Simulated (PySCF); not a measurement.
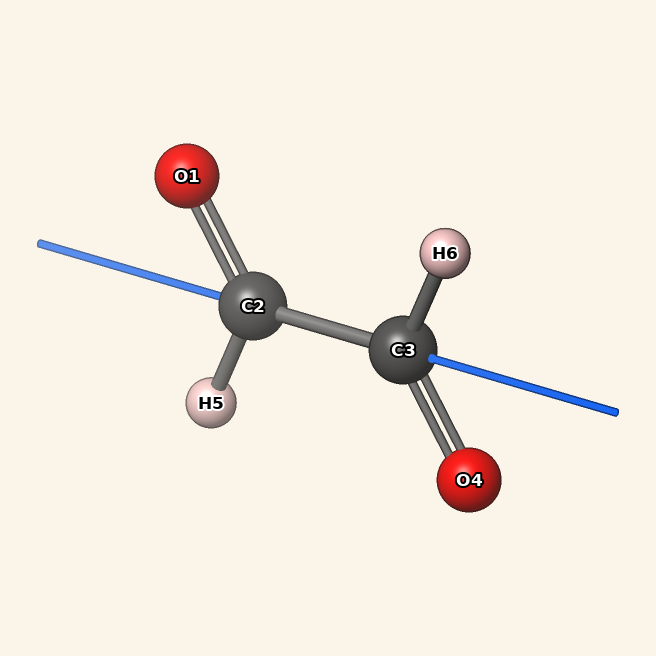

A line through the centre of mass is drawn in. Distant atoms are faded towards the background colour. The computed structure is the end point of a PBE0-D3(BJ)/def2-TZVP optimisation. No frequency run is at hand to confirm it as a minimum.

> Is the line a proper rotation axis of the structure, and of what order?

No. The point group is C2h, with 1 C2 axis, 1 mirror plane and a centre of inversion, and this line isn't one of its proper axes.
